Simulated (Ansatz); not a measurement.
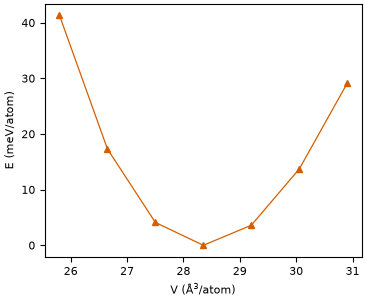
Figure: Sn (simple hexagonal, space group No. 191) under volume change, plane-wave PAW PBE (Ansatz code), shape and atoms relaxed at each volume.

### Question
What does a third-order Birch–Murnaghan fit give for V₀, B₀ and B′?

### Answer
V₀ = 28.35 Å³/atom, B₀ = 47.8 GPa, B′ = 4.8.

Space group P6/mmm (simple hexagonal). The start of the workflow was typed in or built on a structure type; neither database checked (COD, Materials Project) lists it. It is not the phase usual at ambient conditions (space group No. 141). Symmetry was held in the PBE relaxation; whether a distortion lowers the energy is not shown. Spin–orbit coupling is left out wherever it is not named.

Potentials: the earlier of the program's two PAW sets.
